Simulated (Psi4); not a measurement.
# One shape, several levels: C2HClF2 (SMILES FC(F)=CCl)

Wanted: a comparison of 3 runs (B3LYP/6-31G*, wB97X-V/6-31G*) of C2HClF2. 

The calculation is run with Psi4 1.11.

1 further run of the same task is left out (it didn't finish).

### 1 The system as given

C2HClF2 has 6 atoms, charge 0, and is taken as a singlet. SMILES: `FC(F)=CCl`. One bond was lengthened or shortened from a relaxed shape.

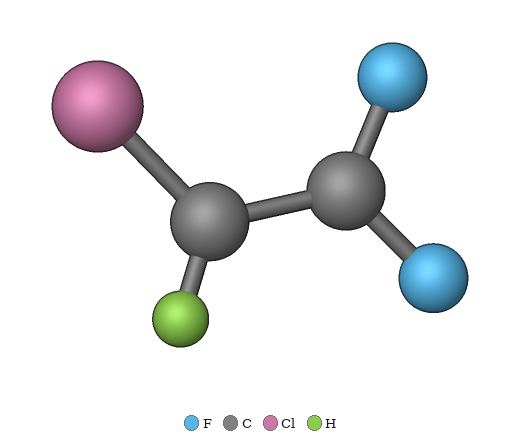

The structure, seen from a chosen angle (fluorine blue, carbon grey, chlorine pink, hydrogen green).

### 2 Energy and forces at B3LYP/6-31G(d) (spherical functions) (run 1)

Input file input.dat:

```
memory 2200 MB

molecule m {
  0 1
  F      0.973904    -0.988707     1.388073
  C      0.340544    -0.740527     0.266403
  F      0.265404    -1.810947    -0.476697
  C     -0.218360     0.626770    -0.086550
  Cl    -1.039010     0.926430    -1.552100
  H     -0.103800     1.452000     0.598970
  symmetry c1
}

set globals {
  basis                6-31G*
  puream               true
  e_convergence        1e-09
  d_convergence        1e-08
  scf_type             pk
  dft_radial_points    99
  dft_spherical_points 590
}

e, wfn = gradient("b3lyp", return_wfn=True)
oeprop(wfn, "QUADRUPOLE", "LOWDIN_CHARGES", "MAYER_INDICES", title="B3LYP")
```

Run with:

```sh
$ psi4 -i input.dat -o output.dat -n 1
```

output.dat:

```text
[...]
  Running in c1 symmetry.
[...]
  Nuclear repulsion =  206.006429487950044
[...]
  Multiplicity = 1
[...]
  Nalpha       = 24
  Nbeta        = 24
[...]
    Number of basis functions: 76
[...]
   @RKS iter   1:  -736.48788627761314   -1.87320e-01   6.57617e-03 DIIS/ADIIS
[...]
   @RKS iter  12:  -736.61001934545834   -2.62617e-11   6.02078e-09 DIIS
[...]
  @RKS Final Energy:  -736.61001934545834
   => Energetics <=
    Nuclear Repulsion Energy =            206.0064294879500437
    One-Electron Energy =               -1426.1627045863306193
    Two-Electron Energy =                 532.2260946066052156
    DFT Exchange-Correlation Energy =     -48.6798388536830160
    Empirical Dispersion Energy =           0.0000000000000000
    VV10 Nonlocal Energy =                  0.0000000000000000
    Total Energy =                       -736.6100193454583405
[...]
  -Total Gradient:
     Atom            X                  Y                   Z
    ------   -----------------  -----------------  -----------------
       1       -0.001343026807    -0.004493724265    -0.005163710092
       2        0.047572565795    -0.119176776096     0.028492784358
       3        0.003612204293     0.001507469826     0.008018708238
       4       -0.050881679131     0.118307239207    -0.035554462611
       5        0.003046900061     0.001760213090     0.007034190954
       6       -0.002017528274     0.002102747975    -0.002844535283
[...]
```

It took 31 s on 1 thread of Intel Xeon at 2.50GHz (Skylake/Cascade Lake), shared host; peak memory 0.88 GiB.

### 3 A single-point energy at wB97X-V/6-31G(d) (spherical functions) (run 2)

Input file input.inp:

```
memory 2200 MB

molecule {
  0 1
  F
  C 1 1.311824
  F 2 1.305237 1 111.06578
  C 2 1.5187 3 125.79168 1 179.99935
  Cl 4 1.706194 2 122.32738 3 1e-05
  H 4 1.078919 2 120.12415 3 179.9992
  symmetry c1
  no_reorient
  no_com
}

set {
  basis 6-31G*
  reference rks
  puream true
  e_convergence 1e-09
  d_convergence 1e-08
  scf_type pk
  dft_radial_points 99
  dft_spherical_points 590
}

e_tot, wfn = energy('wb97x-v', return_wfn=True)
```

Run with:

```sh
$ psi4 input.inp input.out -n 1
```

input.out:

```text
[...]
  Running in c1 symmetry.
[...]
  Nuclear repulsion =  206.006435204996905
[...]
  Multiplicity = 1
[...]
  Nalpha       = 24
  Nbeta        = 24
[...]
    Number of basis functions: 76
[...]
   @RKS iter   1:  -736.35963682702118   -4.45713e-01   5.43444e-03 ADIIS/DIIS
[...]
   @RKS iter  13:  -736.43983350097210   -2.27374e-12   3.21033e-09 DIIS
[...]
  @RKS Final Energy:  -736.43983350097210
   => Energetics <=
    Nuclear Repulsion Energy =            206.0064352049969045
    One-Electron Energy =               -1425.8175488615088398
    Two-Electron Energy =                 527.3791858685216312
    DFT Exchange-Correlation Energy =     -44.2045906829835928
    Empirical Dispersion Energy =           0.0000000000000000
    VV10 Nonlocal Energy =                  0.1966849700017623
    Total Energy =                       -736.4398335009720995
[...]
 Multipole Moments:
 ------------------------------------------------------------------------------------
     Multipole            Electronic (a.u.)      Nuclear  (a.u.)        Total (a.u.)
 ------------------------------------------------------------------------------------
 L = 1.  Multiply by 2.5417464519 to convert [e a0] to [Debye]
 Dipole X            :          0.0000058            0.0000050            0.0000108
 Dipole Y            :         -2.6867558            2.8256462            0.1388905
 Dipole Z            :         -0.7787870            0.3760818           -0.4027052
 Magnitude           :                                                    0.4259836
[...]
```

Run time: 2.6 min. Hardware: 1 thread of Intel Xeon at 2.50GHz (Skylake/Cascade Lake), shared host; peak memory 0.92 GiB.

### 4 Energy and forces at B3LYP/6-31G(d) (Cartesian functions) (run 3)

Input file run.py:

```python
import psi4

psi4.set_memory(2200000000)
psi4.set_num_threads(1)
psi4.core.set_output_file('psi4.out', False)

m = psi4.geometry("""
0 1
F      0.973904    -0.988707     1.388073
C      0.340544    -0.740527     0.266403
F      0.265404    -1.810947    -0.476697
C     -0.218360     0.626770    -0.086550
Cl    -1.039010     0.926430    -1.552100
H     -0.103800     1.452000     0.598970
symmetry c1
""")

psi4.set_options({
    'reference': 'rks',
    'puream': False,
    'e_convergence': 1e-09,
    'd_convergence': 1e-08,
    'scf_type': 'pk',
    'dft_radial_points': 99,
    'dft_spherical_points': 590,
})

e, wfn = psi4.gradient('b3lyp/6-31G*', molecule=m, return_wfn=True)
psi4.oeprop(wfn, 'MULLIKEN_CHARGES', 'LOWDIN_CHARGES', 'MAYER_INDICES', title='B3LYP')
print('gradient / Eh bohr^-1')
print(e.np.round(6))
print(f'energy = {wfn.energy():.10f} Eh')
```

Run with:

```sh
$ python run.py
```

psi4.out:

```text
[...]
  Running in c1 symmetry.
[...]
  Nuclear repulsion =  206.006429487950044
[...]
  Multiplicity = 1
[...]
  Nalpha       = 24
  Nbeta        = 24
[...]
    Number of basis functions: 81
[...]
   @RKS iter   1:  -736.49341049106249   -1.91764e-01   6.26691e-03 DIIS/ADIIS
[...]
   @RKS iter  12:  -736.61652419859047   -2.95586e-11   6.45409e-09 DIIS
[...]
  @RKS Final Energy:  -736.61652419859047
   => Energetics <=
    Nuclear Repulsion Energy =            206.0064294879500437
    One-Electron Energy =               -1426.0698372848676172
    Two-Electron Energy =                 532.0914387303272406
    DFT Exchange-Correlation Energy =     -48.6445551320001712
    Empirical Dispersion Energy =           0.0000000000000000
    VV10 Nonlocal Energy =                  0.0000000000000000
    Total Energy =                       -736.6165241985904686
[...]
  -Total Gradient:
     Atom            X                  Y                   Z
    ------   -----------------  -----------------  -----------------
       1       -0.001401037448    -0.004408841037    -0.005231956049
       2        0.047684636401    -0.119472215540     0.028551705975
       3        0.003586050352     0.001591077529     0.008013089845
       4       -0.051084772814     0.118471929970    -0.035866911838
       5        0.003231453589     0.001675221856     0.007354009859
       6       -0.002026903792     0.002149962884    -0.002837000309
[...]
```

Standard output:

```text
gradient / Eh bohr^-1
[[-0.001401 -0.004409 -0.005232]
 [ 0.047685 -0.119472  0.028552]
 [ 0.003586  0.001591  0.008013]
 [-0.051085  0.118472 -0.035867]
 [ 0.003231  0.001675  0.007354]
 [-0.002027  0.00215  -0.002837]]
energy = -736.6165241986 Eh
```

Wall time 29 s (1 thread of Intel Xeon at 2.50GHz (Skylake/Cascade Lake), shared host); peak memory 0.94 GiB.

### 5 All runs side by side

| run | level | task | Cartesian functions | energy (Eh) | dipole moment (D) | HOMO energy (eV) | LUMO energy (eV) | wall time |
| --- | --- | --- | --- | --- | --- | --- | --- | --- |
| 1 | B3LYP/6-31G* (spherical functions) | gradient | no | -736.610019 | 0.97 | -6.30 | -0.66 | 31 s |
| 2 | wB97X-V/6-31G* (spherical functions) | energy | no | -736.439834 | 1.08 | -8.82 | 1.84 | 2.6 min |
| 3 | B3LYP/6-31G* (Cartesian functions) | gradient | yes | -736.616524 | 0.97 | -6.30 | -0.66 | 29 s |

### 6 What came out

| quantity | value |
| --- | --- |
| run 3: total energy | -736.61652 Eh |
| run 3: dipole moment | 0.97 D |
| run 3: HOMO energy | -6.30 eV |
| run 3: LUMO energy | -0.66 eV |
| run 3: HOMO–LUMO gap | 5.64 eV |
| run 3: largest force on an atom | 6.886 eV/Å |

What this shows: The dipole moment (its size) runs from 0.97 D (B3LYP/6-31G*) to 1.08 D (wB97X-V/6-31G*). The HOMO–LUMO gap runs from 5.64 eV (B3LYP/6-31G*) to 10.66 eV (wB97X-V/6-31G*). Totals of different functionals can't be ranked against each other. All runs together took 3.6 min, the longest 2.6 min.
